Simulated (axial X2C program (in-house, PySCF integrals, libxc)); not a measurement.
# SrS²⁺: from the state search to constants

What are the state, bond length, wavenumber and bond energy of SrS²⁺, and what does spin–orbit coupling change?

Method: all-electron X2C, Sr dyall-v3z, S dyall-v3z; program: an in-house X2C program for linear molecules on PySCF integrals.

All values are calculated.

### 1 Set-up

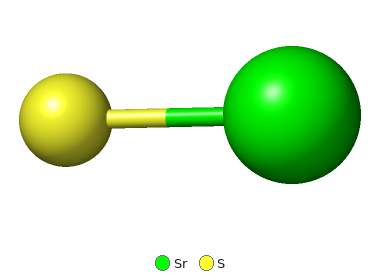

The two atoms at 2.510 Å (strontium green, sulfur yellow).

File task.json:

```json
{"zs": [38, 16], "q": 2, "bas": ["dyall-v3z", "dyall-v3z"], "levels": ["PBE0", "HF", "BLYP", "B97-3"], "cc": false, "r0": 2.51, "npts": 10, "nst": 2, "ntry": 6}
```

Keys: zs atomic numbers; q charge; bas basis sets; levels methods (HF also brings MP2); cc coupled cluster on or off; r0 starting distance in Å; npts points asked for on the curve; nst determinants followed; ntry starts of the search.

Started as:

```
> python so2c.py task.json out
```

Spin-free means the one-electron spin-free X2C Hamiltonian; two-component (2c) means X2C with spin–orbit coupling and atomic mean-field two-electron Coulomb and Gaunt terms. Basis: Sr dyall-v3z contracted to [13s12p8d3f], S dyall-v3z contracted to [8s7p2d1f]; Gaussian nuclei, density fitting. Masses: Sr 87.906 u, S 31.972 u.

Notation: σ, π±, δ± give the projection m of an orbital's angular momentum (0, ±1, ±2), α and β its spin, Λ and M_S the sums; ω is the projection of a spinor's total angular momentum and Ω the sum. Logs are in hartree.

The results follow Hamiltonian by Hamiltonian and level by level.

### 2 State search with PBE0

PBE0 moves the distance from 2.510 Å to 3.066 Å and compares determinants there.

Spin-free determinants:

```json
{"ΔE (eV)": "0.00", "state": "M_S = 1, Λ = 0", "open shells": "beyond closed shells: π+α, π-α"}
{"ΔE (eV)": "0.91", "state": "M_S = 1, Λ = 1", "open shells": "beyond closed shells: σα, π+α, π+β, π-α"}
{"ΔE (eV)": "1.28", "state": "M_S = 0, Λ = 2", "open shells": "beyond closed shells: π+α, π+β"}
{"ΔE (eV)": "1.28", "state": "M_S = 0, Λ = 0", "open shells": "beyond closed shells: π+β, π-α"}
{"ΔE (eV)": "1.28", "state": "M_S = 0, Λ = 1", "open shells": "beyond closed shells: σβ, π+α, π+β, π-α"}
{"ΔE (eV)": "5.67", "state": "M_S = 2, Λ = 0", "open shells": "beyond closed shells: 2 × σα, π+α, π-α"}
{"ΔE (eV)": "6.61", "state": "M_S = 0, Λ = 0", "open shells": "beyond closed shells: 2 × σβ, π+α, π-α"}
```

Two-component determinants:

```tsv
ΔE (eV)	state	open shells
0.00	Ω = 1	excess of +ω over −ω: ω = -1/2, ω = 3/2
0.89	Ω = 2	excess of +ω over −ω: ω = 1/2, ω = 3/2
1.22	Ω = 0	closed shell
1.31	Ω = 1	excess of +ω over −ω: 2 × ω = 1/2
1.32	Ω = 0	closed shell
6.38	Ω = 3	excess of +ω over −ω: 2 × ω = 3/2
6.60	Ω = 0	excess of +ω over −ω: 3 × ω = 1/2, ω = -3/2
```

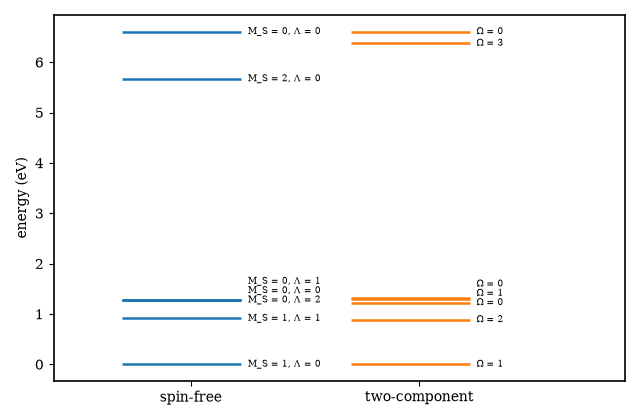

The determinants found, each set from its own lowest.

### 3 PBE0, spin-free

State followed: M_S = 1, Λ = 0 (beyond closed shells: π+α, π-α). The scan is laid around 3.066 Å, a first estimate of the minimum, and this SCF restarts from the orbitals of the search.

Output at 3.066 Å:

```text
spin-free X2C-1e  PBE0
basis functions 156  fitting functions 849  grid points 5084
iter        total energy     max residual
   1      -3577.491379878     2.04e-05
   2      -3577.491379891     1.08e-05
   3      -3577.491379894     3.03e-06
   4      -3577.491379895     9.18e-07
converged
one-electron -5135.45918424  Coulomb 1583.93728945  exact exchange -32.20771224  xc functional -98.69971945  nuclear repulsion 104.93794659
```

Along the bond, energies from the lowest point:

```
R (Å)  E (eV)  μ (D)  HOMO (eV)  LUMO (eV)  iterations
2.667  0.3331  -2.95     -18.79     -15.15           9
2.790  0.1318  -3.29     -18.49     -14.78           8
2.882  0.0492  -3.54     -18.26     -14.52           8
2.974  0.0089  -3.79     -18.03     -14.27           8
3.066  0.0000  -4.04     -17.80     -14.04           4
3.173  0.0183  -4.34     -17.53     -13.78           9
3.281  0.0580  -4.64     -17.26     -13.53           9
3.419  0.1289  -5.03     -16.92     -13.23           9
3.587  0.2317  -5.52     -16.52     -12.89           9
3.833  0.3902  -6.25     -15.97     -12.43          10
```

Dipoles are positive if S is the positive end and refer to the centre of mass.

Outer orbitals at the reference distance:

```tsv
symmetry	occupied	ε (eV)	atomic character
σα	yes	-30.46	90% S s, 4% Sr p, 3% Sr d
σβ	yes	-27.50	89% S s, 4% Sr p, 3% Sr d
π+α	yes	-19.29	96% S p
π-α	yes	-19.29	96% S p
σα	yes	-18.55	85% S p, 6% Sr d, 4% Sr s
σβ	yes	-17.80	83% S p, 6% Sr d, 5% Sr s
π+β	no	-14.04	90% S p, 6% Sr d
π-β	no	-14.04	90% S p, 6% Sr d
σα	no	-11.71	83% Sr s, 12% Sr d, 2% S p
σβ	no	-11.68	81% Sr s, 14% Sr d, 2% S p
```

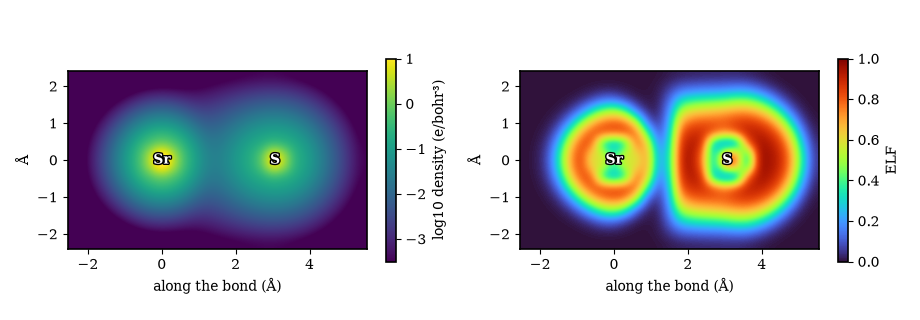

PBE0 fields in a plane through the axis, from a grid of 0.3 Å; Sr lies at z = 0 and S at z = 3.066 Å; the ELF is damped to zero where the density is low.

Re = 3.051 Å, ωe = 181.7 cm⁻¹, ωexe = 0.869 cm⁻¹, Be = 0.07725 cm⁻¹, De = 0.698 eV, μ = -4.00 D.

### 4 HF, spin-free

The SCF at the reference distance of 3.066 Å:

```text
spin-free X2C-1e  HF
basis functions 156  fitting functions 849  grid points 5084
iter        total energy     max residual
   1      -3575.414797176     2.67e-01
   2      -3575.434957693     4.16e-03
   3      -3575.435368898     1.56e-03
   4      -3575.435408537     6.50e-04
   5      -3575.435414616     3.02e-04
   6      -3575.435416155     5.41e-05
   7      -3575.435416270     2.18e-05
   8      -3575.435416299     7.93e-06
   9      -3575.435416304     2.31e-06
  10      -3575.435416305     6.74e-07
converged
one-electron -5135.06988227  Coulomb 1583.61680606  exact exchange -128.92028669  xc functional 0.00000000  nuclear repulsion 104.93794659
```

Re = 3.138 Å, ωe = 172.0 cm⁻¹, ωexe = 0.89 cm⁻¹, Be = 0.07302 cm⁻¹, De = -0.104 eV, μ = -4.85 D.

### 5 BLYP, spin-free

Output at 3.066 Å:

```text
spin-free X2C-1e  BLYP
basis functions 156  fitting functions 849  grid points 5084
iter        total energy     max residual
   1      -3578.044475999     1.16e-01
   2      -3578.050650888     2.73e-03
   3      -3578.050660218     1.58e-03
   4      -3578.050725149     4.65e-04
   5      -3578.050733085     1.64e-04
   6      -3578.050734308     2.71e-05
   7      -3578.050734336     6.17e-06
   8      -3578.050734337     7.45e-07
converged
one-electron -5135.38299763  Coulomb 1583.83589614  exact exchange 0.00000000  xc functional -131.44157943  nuclear repulsion 104.93794659
```

Re = 3.105 Å, ωe = 168.6 cm⁻¹, ωexe = 0.838 cm⁻¹, Be = 0.07459 cm⁻¹, De = 0.540 eV, μ = -3.80 D.

### 6 B97-3, spin-free

Output at 3.066 Å:

```text
spin-free X2C-1e  B97-3
basis functions 156  fitting functions 849  grid points 5084
iter        total energy     max residual
   1      -3577.637698323     3.97e-02
   2      -3577.638374358     2.13e-03
   3      -3577.638389818     1.28e-03
   4      -3577.638396787     7.98e-05
   5      -3577.638396953     1.98e-05
   6      -3577.638396970     8.29e-06
   7      -3577.638396973     2.20e-06
   8      -3577.638396973     7.37e-07
converged
one-electron -5135.59464374  Coulomb 1584.08247988  exact exchange -34.69540802  xc functional -96.36877169  nuclear repulsion 104.93794659
```

Re = 3.079 Å, ωe = 176.9 cm⁻¹, ωexe = 0.813 cm⁻¹, Be = 0.07583 cm⁻¹, De = 0.927 eV, μ = -4.15 D.

### 7 Correlated methods, spin-free

Correlated methods: 14 electrons correlated (frozen shells, counted by type: Sr 3 s, 2 p, 1 d; S 2 s, 1 p), 218 virtual spinors in MP2.

MP2: Re = 3.071 Å, ωe = 181.5 cm⁻¹, Be = 0.07625 cm⁻¹, De = 0.248 eV.

### 8 A higher determinant, spin-free

State: M_S = 1, Λ = 1 (beyond closed shells: σα, π+α, π+β, π-α).

Output at the reference distance:

```text
spin-free X2C-1e  PBE0
basis functions 156  fitting functions 849  grid points 5084
iter        total energy     max residual
   1      -3577.457870986     1.52e-05
   2      -3577.457870994     1.07e-05
   3      -3577.457870997     3.39e-06
   4      -3577.457870997     8.12e-07
converged
one-electron -5134.72894998  Coulomb 1583.21693542  exact exchange -32.20206032  xc functional -98.68174271  nuclear repulsion 104.93794659
```

```
R (Å)  E above the lowest PBE0 point (eV)
2.667                               1.083
2.790                               0.969
2.882                               0.926
2.974                               0.910
3.066                               0.912
3.173                               0.930
3.281                               0.959
3.419                               1.006
3.587                               1.068
```

Re = 3.007 Å, ωe = 148.4 cm⁻¹, ωexe = 1.16 cm⁻¹, Be = 0.0795 cm⁻¹, μ = -4.39 D. Te = 0.91 eV.

### 9 The spin-free curves together

Energy (eV) of the followed determinant, spin-free, from each level's lowest point:

```
R (Å)   PBE0     HF    MP2   BLYP  B97-3
2.667  0.333  0.498  0.377  0.397  0.375
2.790  0.132  0.232  0.156  0.175  0.159
2.882  0.049  0.111  0.063  0.077  0.066
2.974  0.009  0.040  0.015  0.023  0.017
3.066  0.000  0.006  0.000  0.000  0.000
3.173  0.018  0.000  0.013  0.003  0.010
3.281  0.058  0.021  0.049  0.029  0.044
3.419  0.129  0.072  0.117  0.084  0.108
3.587  0.232  0.157  0.218  0.169  0.204
3.833  0.390  0.297  0.376  0.305  0.357
```

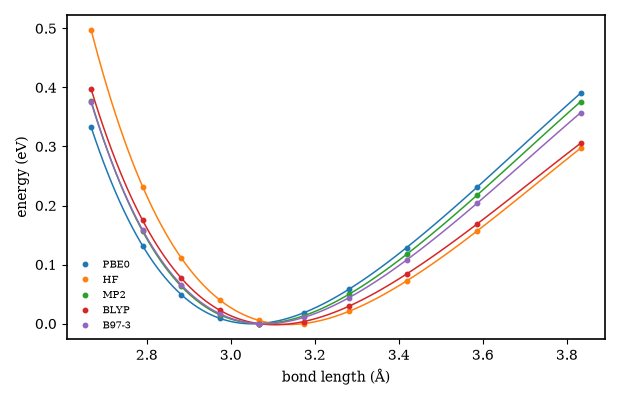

Curves of the followed state, spin-free, each from its own lowest point.

### 10 PBE0, 2c

State followed: Ω = 1 (excess of +ω over −ω: ω = -1/2, ω = 3/2). The scan is laid around 3.066 Å, a first estimate of the minimum, and this SCF restarts from the orbitals of the search.

Output at 3.066 Å:

```text
two-component X2C + atomic mean field  PBE0
basis functions 156  fitting functions 849  grid points 5084
iter        total energy     max residual
   1      -3576.253764533     2.52e-06
   2      -3576.253764534     1.86e-06
converged
one-electron -5132.18022541  Coulomb 1583.22906884  exact exchange -32.19304381  xc functional -98.65548902  nuclear repulsion 104.93794659  atomic mean-field constant -1.39202172
```

Along the bond, energies from the lowest point:

```
R (Å)  E (eV)  μ (D)  HOMO (eV)  LUMO (eV)  iterations
2.667  0.3334  -2.95     -18.78     -15.18           9
2.790  0.1320  -3.28     -18.49     -14.80           8
2.882  0.0493  -3.53     -18.26     -14.54           8
2.974  0.0089  -3.78     -18.03     -14.30           8
3.066  0.0000  -4.03     -17.80     -14.06           2
3.173  0.0182  -4.33     -17.53     -13.80           9
3.281  0.0579  -4.63     -17.26     -13.56           9
3.419  0.1289  -5.03     -16.92     -13.26           9
3.587  0.2317  -5.52     -16.52     -12.91           9
3.833  0.3902  -6.25     -15.97     -12.45          10
```

Dipoles are positive if S is the positive end and refer to the centre of mass.

Outer spinors at the reference distance:

```
   ω  occupied  ε (eV)            atomic character  λ mixture
 1/2       yes  -30.46   90% S s, 4% Sr p, 3% Sr d     100% σ
-1/2       yes  -27.51   89% S s, 4% Sr p, 3% Sr d     100% σ
-1/2       yes  -19.32                     96% S p     100% π
 3/2       yes  -19.26                     96% S p     100% π
 1/2       yes  -18.55   85% S p, 6% Sr d, 4% Sr s     100% σ
-1/2       yes  -17.80   83% S p, 6% Sr d, 5% Sr s     100% σ
 1/2        no  -14.06            90% S p, 6% Sr d     100% π
-3/2        no  -14.02            90% S p, 6% Sr d     100% π
 1/2        no  -11.71  83% Sr s, 12% Sr d, 2% S p     100% σ
-1/2        no  -11.68  81% Sr s, 14% Sr d, 2% S p     100% σ
```

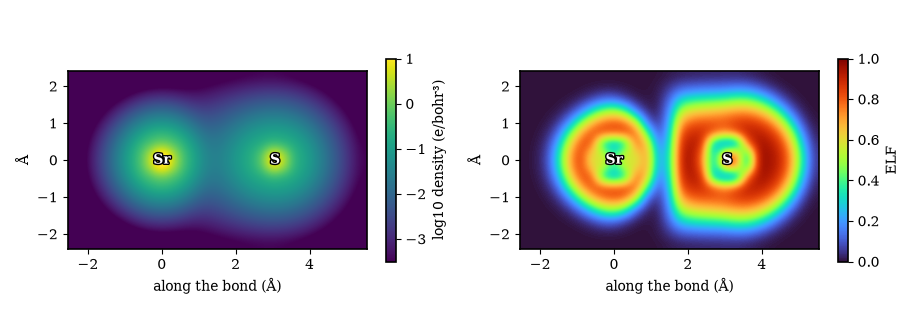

PBE0 fields in a plane through the axis, from a grid of 0.3 Å; Sr lies at z = 0 and S at z = 3.066 Å; the ELF is damped to zero where the density is low.

Re = 3.051 Å, ωe = 181.7 cm⁻¹, ωexe = 0.869 cm⁻¹, Be = 0.07724 cm⁻¹, De = 0.695 eV, μ = -3.99 D.

### 11 HF, 2c

Output at 3.066 Å:

```text
two-component X2C + atomic mean field  HF
basis functions 156  fitting functions 849  grid points 5084
iter        total energy     max residual
   1      -3574.177406941     2.68e-01
   2      -3574.197565540     4.17e-03
   3      -3574.197978793     1.56e-03
   4      -3574.198019208     6.50e-04
   5      -3574.198025738     3.02e-04
   6      -3574.198027909     8.15e-05
   7      -3574.198028524     7.25e-05
   8      -3574.198029113     6.07e-05
   9      -3574.198029759     4.35e-05
  10      -3574.198030295     2.04e-05
  11      -3574.198030451     4.08e-06
  12      -3574.198030459     1.38e-06
  13      -3574.198030459     3.90e-07
converged
one-electron -5131.78969796  Coulomb 1582.90731224  exact exchange -128.86156960  xc functional 0.00000000  nuclear repulsion 104.93794659  atomic mean-field constant -1.39202172
```

Re = 3.138 Å, ωe = 172.0 cm⁻¹, ωexe = 0.89 cm⁻¹, Be = 0.07301 cm⁻¹, De = -0.106 eV, μ = -4.85 D.

### 12 BLYP, 2c

Output at 3.066 Å:

```text
two-component X2C + atomic mean field  BLYP
basis functions 156  fitting functions 849  grid points 5084
iter        total energy     max residual
   1      -3576.806431875     1.17e-01
   2      -3576.812607634     2.75e-03
   3      -3576.812616864     1.57e-03
   4      -3576.812681917     4.67e-04
   5      -3576.812689940     1.65e-04
   6      -3576.812691168     2.71e-05
   7      -3576.812691195     6.17e-06
   8      -3576.812691197     7.49e-07
converged
one-electron -5132.10421506  Coulomb 1583.12786422  exact exchange 0.00000000  xc functional -131.38226523  nuclear repulsion 104.93794659  atomic mean-field constant -1.39202172
```

Re = 3.105 Å, ωe = 168.6 cm⁻¹, ωexe = 0.838 cm⁻¹, Be = 0.07458 cm⁻¹, De = 0.537 eV, μ = -3.79 D.

### 13 B97-3, 2c

The SCF at the reference distance of 3.066 Å:

```text
two-component X2C + atomic mean field  B97-3
basis functions 156  fitting functions 849  grid points 5084
iter        total energy     max residual
   1      -3576.400291093     4.00e-02
   2      -3576.400968228     2.13e-03
   3      -3576.400984032     1.29e-03
   4      -3576.400991131     8.06e-05
   5      -3576.400991404     1.99e-05
   6      -3576.400991478     1.32e-05
   7      -3576.400991503     9.51e-06
   8      -3576.400991520     5.23e-06
   9      -3576.400991526     1.44e-06
  10      -3576.400991527     4.78e-07
converged
one-electron -5132.31581875  Coulomb 1583.37440241  exact exchange -34.67961080  xc functional -96.32588925  nuclear repulsion 104.93794659  atomic mean-field constant -1.39202172
```

Re = 3.080 Å, ωe = 176.9 cm⁻¹, ωexe = 0.813 cm⁻¹, Be = 0.07582 cm⁻¹, De = 0.924 eV, μ = -4.14 D.

### 14 Correlated methods, 2c

Correlated methods: 14 electrons correlated (frozen shells, counted by type: Sr 3 s, 2 p, 1 d; S 2 s, 1 p), 218 virtual spinors in MP2.

MP2: Re = 3.071 Å, ωe = 181.5 cm⁻¹, Be = 0.07623 cm⁻¹, De = 0.245 eV.

### 15 A higher determinant, 2c

State: Ω = 2 (excess of +ω over −ω: ω = 1/2, ω = 3/2).

Output at the reference distance:

```text
two-component X2C + atomic mean field  PBE0
basis functions 156  fitting functions 849  grid points 5084
iter        total energy     max residual
   1      -3576.221201238     1.70e-06
   2      -3576.221201238     9.53e-07
converged
one-electron -5131.45701757  Coulomb 1582.51492990  exact exchange -32.18741750  xc functional -98.63762094  nuclear repulsion 104.93794659  atomic mean-field constant -1.39202172
```

```
R (Å)  E above the lowest PBE0 point (eV)
2.667                               1.057
2.790                               0.943
2.882                               0.901
2.974                               0.884
3.066                               0.886
3.173                               0.904
3.281                               0.934
3.419                               0.980
3.587                               1.043
```

Re = 3.007 Å, ωe = 148.6 cm⁻¹, ωexe = 1.16 cm⁻¹, Be = 0.07952 cm⁻¹, μ = -4.38 D. Te = 0.88 eV.

### 16 The 2c curves together

Energy (eV) of the followed determinant, 2c, from each level's lowest point:

```
R (Å)   PBE0     HF    MP2   BLYP  B97-3
2.667  0.333  0.498  0.378  0.398  0.375
2.790  0.132  0.232  0.157  0.175  0.159
2.882  0.049  0.112  0.063  0.077  0.066
2.974  0.009  0.040  0.015  0.023  0.017
3.066  0.000  0.006  0.000  0.000  0.000
3.173  0.018  0.000  0.013  0.003  0.010
3.281  0.058  0.021  0.049  0.029  0.044
3.419  0.129  0.072  0.117  0.084  0.108
3.587  0.232  0.157  0.218  0.169  0.204
3.833  0.390  0.297  0.376  0.305  0.357
```

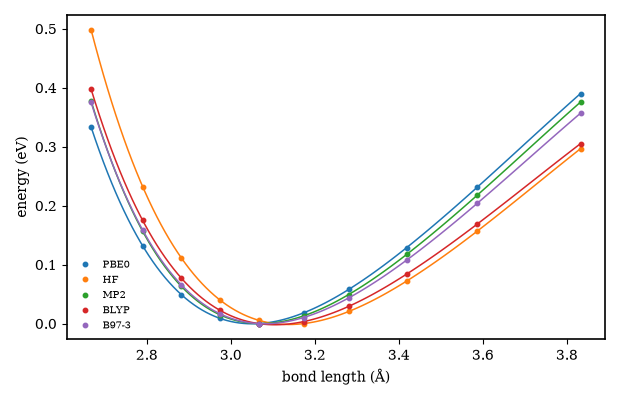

Curves of the followed state, 2c, each from its own lowest point.

The whole job took 2.1 min on 1 thread of Arm Neoverse N1, shared host.

### 17 What came out

Lowest determinant that the search found at its distance, spin-free: M_S = 1, Λ = 0 (beyond closed shells: π+α, π-α).

Lowest determinant that the search found at its distance, 2c: Ω = 1 (excess of +ω over −ω: ω = -1/2, ω = 3/2).

```csv
Hamiltonian,level,Re (Å),ωe (cm⁻¹),De (eV),μ (D)
spin-free,PBE0,3.051,181.7,0.698,-4.00
spin-free,HF,3.138,172.0,-0.104,-4.85
spin-free,MP2,3.071,181.5,0.248,n/a
spin-free,BLYP,3.105,168.6,0.540,-3.80
spin-free,B97-3,3.079,176.9,0.927,-4.15
2c,PBE0,3.051,181.7,0.695,-3.99
2c,HF,3.138,172.0,-0.106,-4.85
2c,MP2,3.071,181.5,0.245,n/a
2c,BLYP,3.105,168.6,0.537,-3.79
2c,B97-3,3.080,176.9,0.924,-4.14
```

Dipoles are positive if S is the positive end and refer to the centre of mass.

Time per point (s) on 1 thread of Arm Neoverse N1, shared host (2c runs); the times are rough: PBE0 0.72, HF 0.67, MP2 0.89, BLYP 0.38, B97-3 0.76.

In words: At MP2, going from spin-free to two-component changes Re by 0 mÅ, ωe by 0.0 %; the spin-free picture holds up (part of it comes from the scalar share of the two-electron terms). It costs about 1.7 times the time. De moves by 0.00 eV; both De rest on single-determinant atoms, which can miss part of an open shell's spin–orbit lowering. De is negative at HF: there the minimum lies above the ground-state fragments.

De refers to Sr+ + S+, each in the lowest determinant found, which need not be this curve's own limit. Each curve is one determinant whose occupation by symmetry is held fixed; it was picked as the lowest of a PBE0 search that is not exhaustive. Dissociation energies refer to the lowest single-determinant-based atoms at the same level and basis. Density functionals use the spin component along the axis (collinear). With several unpaired electrons one determinant need not be a pure state.
